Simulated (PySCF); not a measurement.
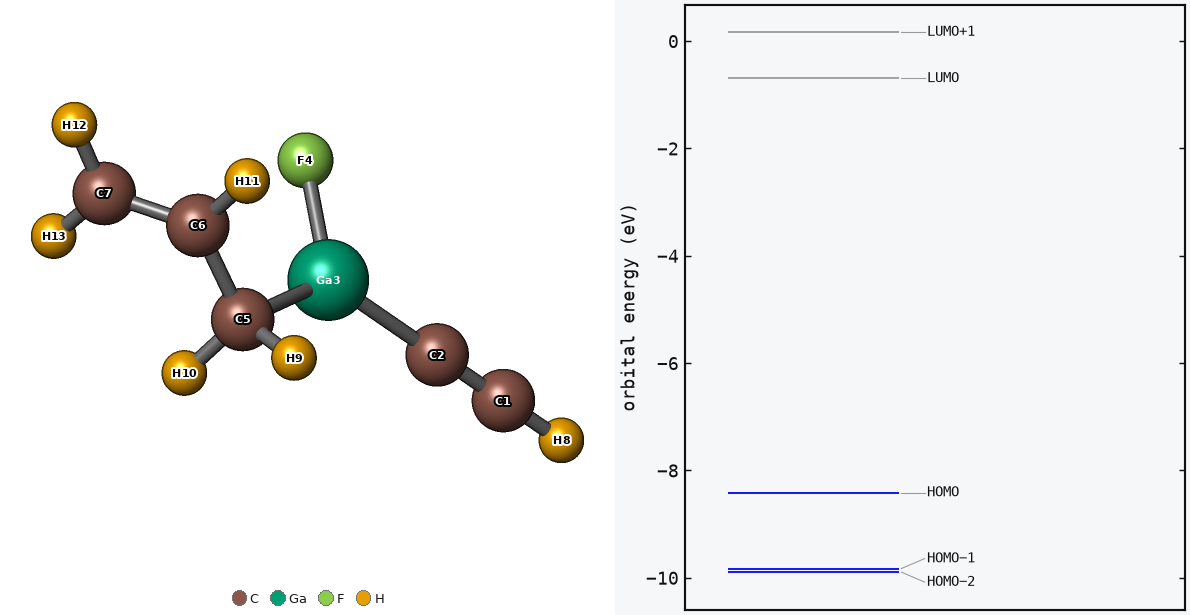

C₅H₆FGa, SMILES C#[C][Ga]([F])[CH2]C=C, singlet. Kohn-Sham orbital energies near the frontier, CAM-B3LYP/def2-SVPD with PySCF, at a GFN2-xTB geometry (no frequency check), isolated molecule; empty levels in grey, levels within 0.03 eV side by side.

Q: Where do the frontier orbitals lie?

A: HOMO at −8.41 eV, LUMO at −0.69 eV, 7.72 eV apart.

Q: List the levels with the atoms that carry most of them (a dash for levels above zero or within 0.03 eV of another, where shares mean little).

A:
```tsv
orbital	energy (eV)	Löwdin shares
LUMO+1	0.17	–
LUMO	−0.69	Ga3 47 %, C2 17 %, C1 11 %
HOMO	−8.41	C7 32 %, C6 26 %, C5 16 %
HOMO−1	−9.83	C1 44 %, C2 44 %, H8 4 %
HOMO−2	−9.89	C2 45 %, C1 44 %, Ga3 6 %
```

Known limits of this run: the tight-binding geometry is rougher than a DFT one and adds to the error; one conformer of a flexible molecule; empty levels above zero depend strongly on the basis.
